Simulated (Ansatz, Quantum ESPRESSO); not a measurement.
# TaSi3 (Fm-3m): zone-centre phonons, part 2 of 3

Which modes does TaSi3 (Fm-3m) have at the zone centre?

Quantum ESPRESSO 7.5; DFT PBEsol, scalar-relativistic, plane waves, GBRV ultrasoft pseudopotentials.

So far. Step 2 (A first look): No gap opens on this mesh, so smearing is kept; the start stands at -3.0 GPa. Step 4 (Ground state): The cell stands at -0.028 GPa, close enough for phonons. The relaxed cell has a = 6.184 Å (conventional setting).

The structure was built from a prototype and need not be the compound's stable phase.

## (5) Zone-centre response

At q = 0 one unit cell holds all displacements; symmetry groups them into irreducible representations that are solved one by one. With smeared occupations no response to a homogeneous field can be asked.

Input file ph.in:

```
phonons
&INPUTPH
  prefix       = 'x'
  outdir       = './tmp'
  fildyn       = 'g.dyn'
  tr2_ph       = 1.0d-18
  alpha_mix(1) = 0.4
  nmix_ph      = 8
/
0.000000000000 0.000000000000 0.000000000000
```

On the command line:

```sh
$ OMP_NUM_THREADS=1 mpirun -n 4 ph.x -nk 4 -in ph.in > ph.out
```

The program printed:

```text
[banners, grids, parts of the stress and lines that vanish by symmetry left out]
[banner, memory and clock lines left out]
Program PHONON v.7.5

     ./tmp/x.save/

     IMPORTANT: XC functional enforced from input :
     Exchange-correlation= PBESOL
                           (   1   4  10   8   0   0   0)
     Any further DFT definition will be discarded
     Please, verify this is what you really want

     G-vector sticks info

     negative rho (up, down):  9.723E-02 0.000E+00
     Reading collected, re-writing distributed wavefunctions in ./tmp/

     Number and degeneracy of irreps per q-point
       N         xq(1)         xq(2)         xq(3)   N irreps
       1   0.000000000   0.000000000   0.000000000       4
        3   3   3   3

     Calculation of q =    0.0000000   0.0000000   0.0000000

     phonons

     bravais-lattice index     =            2
     lattice parameter (alat)  =      11.6864  a.u.
     unit-cell volume          =     399.0096 (a.u.)^3
     number of atoms/cell      =            4
     number of atomic types    =            2
     kinetic-energy cut-off    =      40.0000  Ry
     charge density cut-off    =     240.0000  Ry
     convergence threshold     =      1.0E-18
     beta                      =       0.4000
     number of iterations used =            8
     Exchange-correlation= PBESOL
                           (   1   4  10   8   0   0   0)

     celldm(1)=   11.68641  celldm(2)=    0.00000  celldm(3)=    0.00000
     celldm(4)=    0.00000  celldm(5)=    0.00000  celldm(6)=    0.00000

     crystal axes: (cart. coord. in units of alat)
               a(1) = ( -0.5000  0.0000  0.5000 )
               a(2) = (  0.0000  0.5000  0.5000 )
               a(3) = ( -0.5000  0.5000  0.0000 )

     reciprocal axes: (cart. coord. in units 2 pi/alat)
               b(1) = ( -1.0000 -1.0000  1.0000 )
               b(2) = (  1.0000  1.0000  1.0000 )
               b(3) = ( -1.0000  1.0000 -1.0000 )

     Atoms inside the unit cell:

     Cartesian axes

     site n.  atom      mass           positions (alat units)
        1  Ta    180.9479   tau(    1) = (    0.00000    0.00000    0.00000  )
        2  Si     28.0850   tau(    2) = (   -0.50000    0.50000    0.50000  )
        3  Si     28.0850   tau(    3) = (   -0.75000    0.75000    0.75000  )
        4  Si     28.0850   tau(    4) = (   -0.25000    0.25000    0.25000  )

     Computing dynamical matrix for
                    q = (   0.0000000   0.0000000   0.0000000 )

     49 Sym.Ops. (with q -> -q+G )

     G cutoff =  830.2593  (  25101 G-vectors)     FFT grid: ( 45, 45, 45)
     G cutoff =  553.5062  (  13635 G-vectors)  smooth grid: ( 36, 36, 36)

     number of k points=    29  Marzari-Vanderbilt smearing, width (Ry)=  0.0200
                       cart. coord. in units 2pi/alat
        k(    1) = (   0.0000000   0.0000000   0.0000000), wk =   0.0039062
        k(    2) = (  -0.1250000   0.1250000  -0.1250000), wk =   0.0312500
        k(    3) = (  -0.2500000   0.2500000  -0.2500000), wk =   0.0312500
        [... further k-points left out ...]

     PseudoPot. # 1 for Ta read from file:
     ./pseudo/Ta.upf
     Pseudo is Ultrasoft + core correction, Zval = 13.0
     Using radial grid of  921 points,  7 beta functions with:
                l(1) =   0
                l(2) =   0
                l(3) =   1
                l(4) =   1
                l(5) =   2
                l(6) =   2
                l(7) =   3
     Q(r) pseudized with  6 coefficients,  rinner =    1.300   1.300   1.300
                                                       1.300   1.300   1.300
                                                       1.300

     PseudoPot. # 2 for Si read from file:
     ./pseudo/Si.upf
     Pseudo is Ultrasoft + core correction, Zval =  4.0
     Using radial grid of  899 points,  6 beta functions with:
                l(1) =   0
                l(2) =   0
                l(3) =   1
                l(4) =   1
                l(5) =   2
                l(6) =   2
     Q(r) pseudized with  8 coefficients,  rinner =    0.900   0.900   0.900
                                                       0.900   0.900

     Mode symmetry, O_h (m-3m)  point group:

     Atomic displacements:
     There are    4 irreducible representations

     Representation     1      3 modes -  To be done

     Representation     2      3 modes -  To be done

     Representation     3      3 modes -  To be done

     Representation     4      3 modes -  To be done

     Alpha used in Ewald sum =   2.3000

     negative rho (up, down):  9.723E-02 0.000E+00

     Representation #   1 modes #   1   2   3

     Self-consistent Calculation
      iter #   1   av.it.:   6.4
      thresh= 1.000E-02 alpha_mix =  0.400 |ddv_scf|^2 =  7.008E-08
      iter #   2   av.it.:  16.2
      thresh= 2.647E-05 alpha_mix =  0.400 |ddv_scf|^2 =  9.949E-10
      iter #   3   av.it.:  15.6
      thresh= 3.154E-06 alpha_mix =  0.400 |ddv_scf|^2 =  2.932E-10
      iter #   4   av.it.:  16.6
      thresh= 1.712E-06 alpha_mix =  0.400 |ddv_scf|^2 =  9.069E-13
      iter #   5   av.it.:  17.7
      thresh= 9.523E-08 alpha_mix =  0.400 |ddv_scf|^2 =  1.073E-14
      iter #   6   av.it.:  17.0
      thresh= 1.036E-08 alpha_mix =  0.400 |ddv_scf|^2 =  1.887E-15
      iter #   7   av.it.:  17.6
      thresh= 4.344E-09 alpha_mix =  0.400 |ddv_scf|^2 =  1.326E-17
      iter #   8   av.it.:  17.9
      thresh= 3.642E-10 alpha_mix =  0.400 |ddv_scf|^2 =  4.137E-19

     End of self-consistent calculation

     Convergence has been achieved

     Representation #   2 modes #   4   5   6

     Self-consistent Calculation
      iter #   1   av.it.:   5.7
      thresh= 1.000E-02 alpha_mix =  0.400 |ddv_scf|^2 =  1.544E-08
      iter #   2   av.it.:  16.4
      thresh= 1.242E-05 alpha_mix =  0.400 |ddv_scf|^2 =  1.146E-09
      iter #   3   av.it.:  16.4
      thresh= 3.386E-06 alpha_mix =  0.400 |ddv_scf|^2 =  1.873E-10
      iter #   4   av.it.:  16.1
      thresh= 1.369E-06 alpha_mix =  0.400 |ddv_scf|^2 =  6.399E-12
      iter #   5   av.it.:  16.2
      thresh= 2.530E-07 alpha_mix =  0.400 |ddv_scf|^2 =  1.378E-13
      iter #   6   av.it.:  18.0
      thresh= 3.712E-08 alpha_mix =  0.400 |ddv_scf|^2 =  2.100E-15
[...]
End of self-consistent calculation

     Convergence has been achieved

     Representation #   3 modes #   7   8   9

     Self-consistent Calculation
[...]
End of self-consistent calculation

     Convergence has been achieved

     Representation #   4 modes #  10  11  12

     Self-consistent Calculation
[...]
iter #   4   av.it.:  17.1
      thresh= 5.254E-06 alpha_mix =  0.400 |ddv_scf|^2 =  1.338E-10
      iter #   5   av.it.:  17.6
      thresh= 1.157E-06 alpha_mix =  0.400 |ddv_scf|^2 =  4.166E-12
      iter #   6   av.it.:  18.0
      thresh= 2.041E-07 alpha_mix =  0.400 |ddv_scf|^2 =  4.859E-14
      iter #   7   av.it.:  17.5
      thresh= 2.204E-08 alpha_mix =  0.400 |ddv_scf|^2 =  6.263E-15
      iter #   8   av.it.:  17.9
      thresh= 7.914E-09 alpha_mix =  0.400 |ddv_scf|^2 =  2.207E-16
      iter #   9   av.it.:  17.9
      thresh= 1.486E-09 alpha_mix =  0.400 |ddv_scf|^2 =  1.261E-18
      iter #  10   av.it.:  16.6
      thresh= 1.123E-10 alpha_mix =  0.400 |ddv_scf|^2 =  2.285E-19

     End of self-consistent calculation

     Convergence has been achieved

     Number of q in the star =    1
     List of q in the star:
          1   0.000000000   0.000000000   0.000000000

     Diagonalizing the dynamical matrix

     q = (    0.000000000   0.000000000   0.000000000 )

 **************************************************************************
     freq (    1) =      -0.150967 [THz] =      -5.035729 [cm-1]
     freq (    2) =      -0.150967 [THz] =      -5.035729 [cm-1]
     freq (    3) =      -0.150967 [THz] =      -5.035729 [cm-1]
     freq (    4) =       1.494808 [THz] =      49.861438 [cm-1]
     freq (    5) =       1.494808 [THz] =      49.861438 [cm-1]
     freq (    6) =       1.494808 [THz] =      49.861438 [cm-1]
     freq (    7) =       4.583238 [THz] =     152.880361 [cm-1]
     freq (    8) =       4.583238 [THz] =     152.880361 [cm-1]
     freq (    9) =       4.583238 [THz] =     152.880361 [cm-1]
     freq (   10) =       6.085442 [THz] =     202.988510 [cm-1]
     freq (   11) =       6.085442 [THz] =     202.988510 [cm-1]
     freq (   12) =       6.085442 [THz] =     202.988510 [cm-1]
 **************************************************************************

     Mode symmetry, O_h (m-3m)  point group:

     freq (   1-   3) =         -5.0  [cm-1]   --> T_1u G_15  G_4- I
     freq (   4-   6) =         49.9  [cm-1]   --> T_1u G_15  G_4- I
     freq (   7-   9) =        152.9  [cm-1]   --> T_1u G_15  G_4- I
     freq (  10-  12) =        203.0  [cm-1]   --> T_2g G_25' G_5+ R
```

Run time: 4.2 min. Hardware: 4 MPI ranks of Arm Neoverse V2, shared host.

Numbers from this step:

* largest acoustic frequency at the zone centre before the sum rule: -5.04 cm⁻¹
* highest optical zone-centre mode (no LO-TO term): 203.0 cm⁻¹
* lowest optical zone-centre mode: 49.86 cm⁻¹

The acoustic modes at Γ come out as far as 5.0 cm⁻¹ from zero, where they should vanish, a small numerical error.

## (6) Zone-centre analysis

A rigid shift of the crystal must cost nothing, but grids and finite bases break this; the acoustic sum rule is imposed before the matrix is diagonalised again.

Input file dynmat.in:

```
&INPUT
  fildyn = 'g.dyn'
  asr    = 'simple'
  fileig = 'dynmat.eig'
/
```

On the command line:

```sh
$ dynmat.x -in dynmat.in > dynmat.out
```

The program printed:

```text
[banner, memory and clock lines left out]
Program DYNMAT v.7.5

     Reading Dynamical Matrix from file g.dyn
     ...Force constants read
     ...epsilon and Z* not read (not found on file)
     A direction for q was not specified:TO-LO splitting will be absent

     Polarizability (A^3 units)
     multiply by 1.000000 for Clausius-Mossotti correction
         0.000000    0.000000    0.000000
         0.000000    0.000000    0.000000
         0.000000    0.000000    0.000000

     IR activities are in (D/A)^2/amu units

# mode   [cm-1]    [THz]      IR
    1     -0.00   -0.0000    0.0000
    2     -0.00   -0.0000    0.0000
    3      0.00    0.0000    0.0000
    4     49.93    1.4970    0.0000
    5     49.93    1.4970    0.0000
    6     49.93    1.4970    0.0000
    7    152.90    4.5839    0.0000
    8    152.90    4.5839    0.0000
    9    152.90    4.5839    0.0000
   10    202.99    6.0855    0.0000
   11    202.99    6.0855    0.0000
   12    202.99    6.0855    0.0000

[end of the log left out, with the tail of the file of modes that dynmat.x writes under the same name]
```

Wall time 0.51 s (1 thread).

This step gave:

```
lowest optical zone-centre mode : 49.93 cm⁻¹
```

Unit eigenvectors of the mass-weighted matrix after the sum rule; no LO-TO term. Modes at Γ, with each element's share of the kinetic energy:

```
mode  frequency (cm⁻¹)  symmetry  Ta %  Si %
   1               0.0  acoustic    68    32
   2               0.0  acoustic    68    32
   3               0.0  acoustic    68    32
   4              49.9       T1u    15    85
   5              49.9       T1u    15    85
   6              49.9       T1u    15    85
   7             152.9       T1u    17    83
   8             152.9       T1u    17    83
   9             152.9       T1u    17    83
  10             203.0       T2g     0   100
  11             203.0       T2g     0   100
  12             203.0       T2g     0   100
```

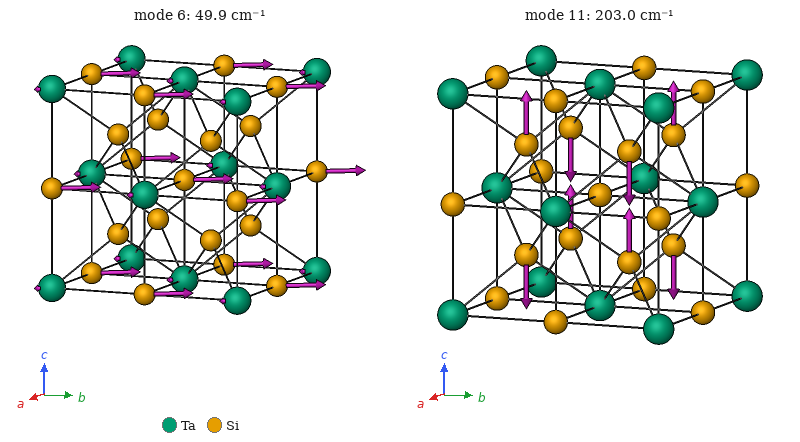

Displacement patterns of modes 6 and 11 at Γ; arrows are exaggerated. Some periodic images of atoms are drawn too.

The rule moves no optical mode by more than 0.1 cm⁻¹.

## (7) Sum rules set otherwise: a sum rule for molecules or wires on a crystal

This rule also removes rotations, which suits wires and not a crystal; it is tried to see the harm.

Input file dynmat.in:

```
&INPUT
  fildyn = 'g.dyn'
  asr    = 'one-dim'
  fileig = 'dynmat.eig'
/
```

On the command line:

```sh
$ dynmat.x -in dynmat.in > dynmat.out
```

The program printed:

```text
[banner, memory and clock lines left out]
Program DYNMAT v.7.5

     Reading Dynamical Matrix from file g.dyn
     ...Force constants read
     ...epsilon and Z* not read (not found on file)
asr rotation axis in 1D system=    3
     Acoustic Sum Rule: || Z*(ASR) - Z*(orig)|| =    0.000000E+00
     Acoustic Sum Rule: ||dyn(ASR) - dyn(orig)||=    9.113646E-02
     A direction for q was not specified:TO-LO splitting will be absent

     Polarizability (A^3 units)
     multiply by 1.000000 for Clausius-Mossotti correction
         0.000000    0.000000    0.000000
         0.000000    0.000000    0.000000
         0.000000    0.000000    0.000000

     IR activities are in (D/A)^2/amu units

# mode   [cm-1]    [THz]      IR
    1     -0.00   -0.0000    0.0000
    2     -0.00   -0.0000    0.0000
    3     -0.00   -0.0000    0.0000
    4      0.00    0.0000    0.0000
    5     49.61    1.4874    0.0000
    6     49.61    1.4874    0.0000
    7     90.81    2.7224    0.0000
    8    152.79    4.5805    0.0000
    9    152.79    4.5805    0.0000
   10    183.16    5.4909    0.0000
   11    202.99    6.0854    0.0000
   12    202.99    6.0854    0.0000

[end of the log left out, with the tail of the file of modes that dynmat.x writes under the same name]
```

Wall time 0.5 s (1 thread).

The program raised no error, yet the settings are not those of a careful run.

The fault: a sum rule for molecules or wires on a crystal; 1 optical mode is projected out to zero frequency, as if it were a rotation.

For a crystal the rule has to be 'simple' or 'crystal'.

Zone-centre frequencies as printed; negative means imaginary. Modes:

```
mode  frequency (cm⁻¹)
   1                 0
   2                 0
   3                 0
   4                 0
   5             49.61
   6             49.61
   7             90.81
   8             152.8
   9             152.8
  10             183.2
  11               203
  12               203
```

(Part 2 of 3 ends here.)

[Host names and launcher messages were left out of these logs when they were recorded.]

[Logs are printed without paths, hosts, clocks, repeated set-up lines and the standing remarks that a program may print on its own settings, such as how far it seeks lower states.]

[Hosts, paths, dates, database ids (printed as entryN), source tags and the programs' standing remarks are cut or masked in the printed files.]
